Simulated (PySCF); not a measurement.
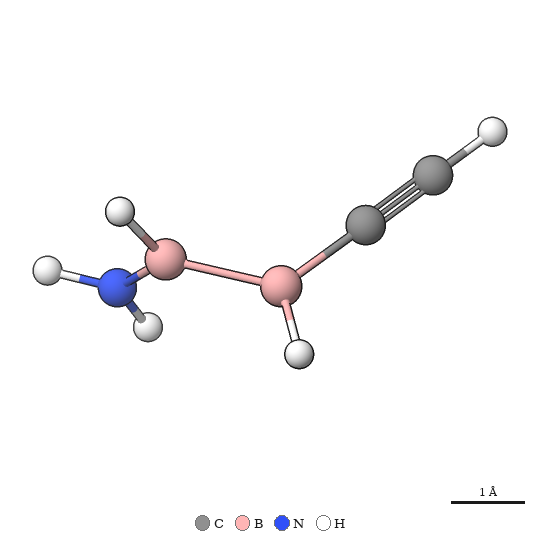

A ball-and-stick model of a molecule. Multiple sticks mark multiple bonds (one Kekulé form).

Identify the structure.

Formula C2H5B2N. SMILES: `C#CBBN`. It has no ring. Among its groups: alkyne, B–H bond. This geometry has C1 symmetry. Coordination: 2 C linear; 2 B trigonal planar; 1 N trigonal planar.

More results for the same structure follow; atom numbers are the same in all pictures, views and colours differ. The computed structure is the end point of a PBE0-D3(BJ)/def2-SVP optimisation. No frequency run is at hand to confirm it as a minimum.

**Geometry**

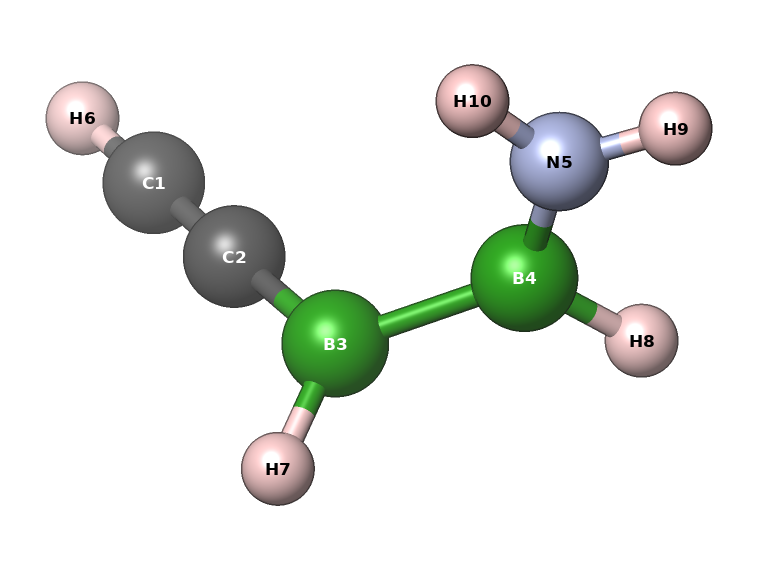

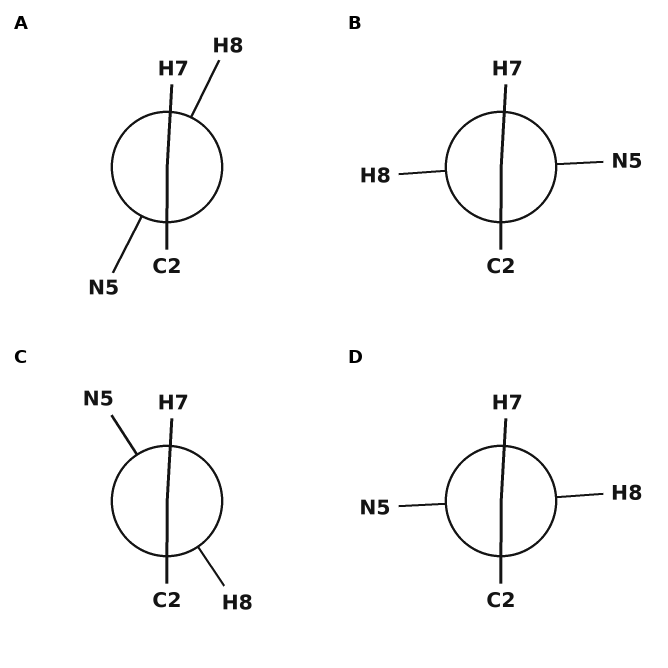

Distant atoms are faded towards the background colour. Bonds that would overlap in a projection are set slightly apart. No frequency run is at hand to confirm it as a minimum.

> Which Newman projection shows the view along B3–B4, with B3 in front?

D. The torsion angle C2–B3–B4–N5 is 87°, about perpendicular.

**Excitation**

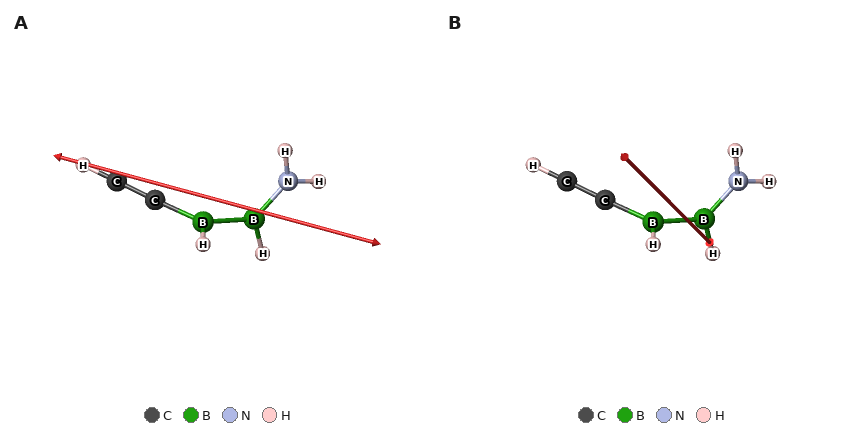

The double arrows show the directions of two transition dipoles from the ground state (lengths mean nothing). No frequency run is at hand to confirm it as a minimum. Level of theory: TDDFT LDA/def2-SVPD, vertical, gas phase, core orbitals frozen in the response (PySCF 2.14.0).

> One belongs to singlet state 4 and one to singlet state 6. Which is which?

A: state 4, 5.09 eV (244 nm), oscillator strength 0.027, of mixed character, with the largest part HOMO−3 → LUMO (weight 0.42).
B: state 6, 5.99 eV (207 nm), oscillator strength 0.015, mainly HOMO−4 → LUMO (weight 0.91).

**NMR shielding**

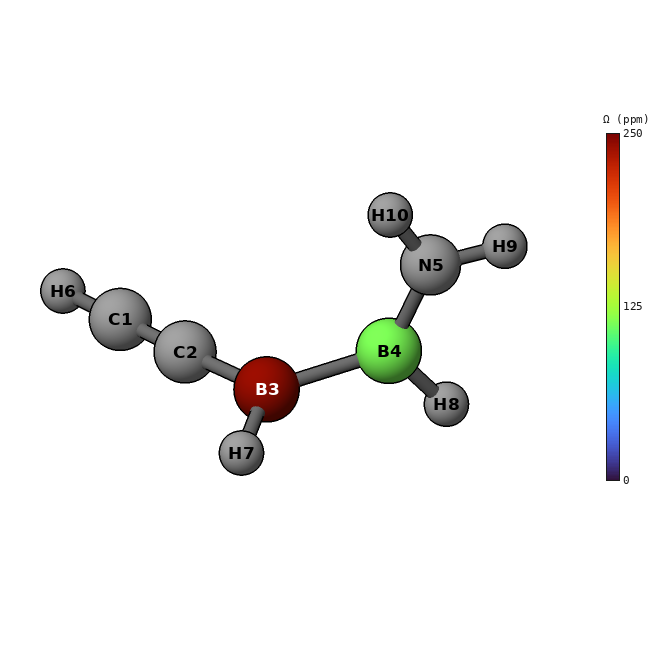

The B atoms are coloured by the span of their shielding tensor. No frequency run is at hand to confirm it as a minimum. Properties computed with GIAO PBE0/cc-pVTZ NMR shielding, non-relativistic, gas phase (PySCF 2.14.0). Principal shieldings σ11 ≤ σ22 ≤ σ33, span Ω = σ33 − σ11, skew κ = 3(σiso − σ22)/Ω.

> Which B atom has the most anisotropic shielding?

B3, with a span of 241 ppm.

Give the shielding tensors of the B atoms.

| atom | σ11 | σ22 | σ33 | σiso | Ω | κ |
| --- | --- | --- | --- | --- | --- | --- |
| B3 | −101.3 | 12.6 | 139.6 | 17.0 | 241.0 | 0.05 |
| B4 | 5.4 | 42.7 | 118.9 | 55.7 | 113.5 | 0.34 |

Shieldings and span in ppm.

**Charges**

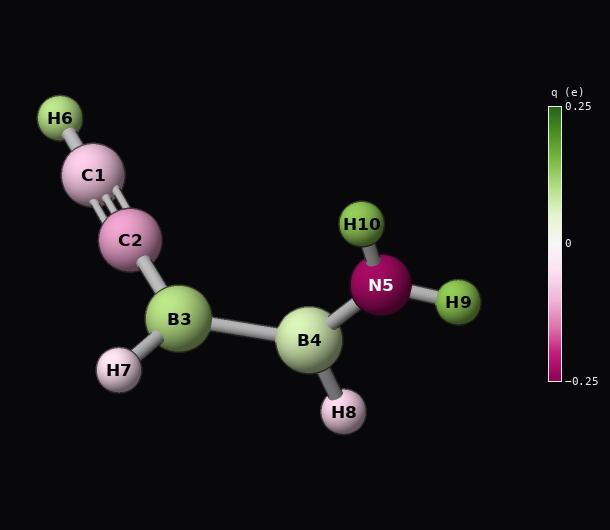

Atoms are coloured by their Hirshfeld charges. No frequency run is at hand to confirm it as a minimum. Method: PBE0/cc-pVTZ, gas phase (PySCF 2.14.0).

> Which atom carries the highest charge (most positive or least negative)?

H9 (0.14 e).

> And the lowest?

N5 (−0.23 e).

List the Hirshfeld charges.

```
atom  value (e)
  C1      −0.08
  C2      −0.12
  B3       0.10
  B4       0.07
  N5      −0.23
  H6       0.10
  H7      −0.05
  H8      −0.06
  H9       0.14
 H10       0.13
```
